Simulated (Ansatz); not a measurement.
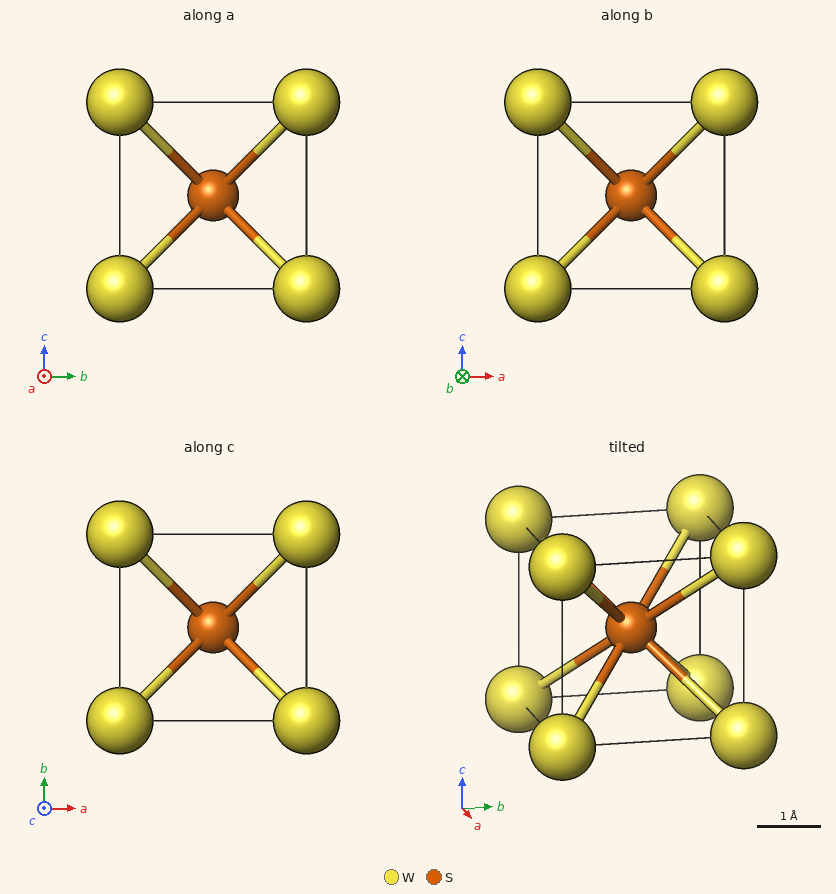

Crystal structure, ball-and-stick style, seen along the a axis, along the b axis, along the c axis and slightly off an axis. The parallelepiped is the conventional unit cell.

Lattice parameters: a = 3.008 Å, b = 3.008 Å, c = 3.008 Å, α = 90.00°, β = 90.00°, γ = 90.00°. Put a along x and b in the xy plane.

Q: Set out the cell and atoms as a POSCAR file.

A:
```
W S
1.0
     3.008    0.000    0.000
     0.000    3.008    0.000
     0.000    0.000    3.008
W S
1 1
Direct
  0.0000 0.0000 0.0000
  0.5000 0.5000 0.5000
```

The cell started as a structure type filled with these elements by a generator (whether the compound takes this form wasn't checked). Earlier steps of the study may have refined or changed the cell and positions. It was run through Ansatz as a DFT input.
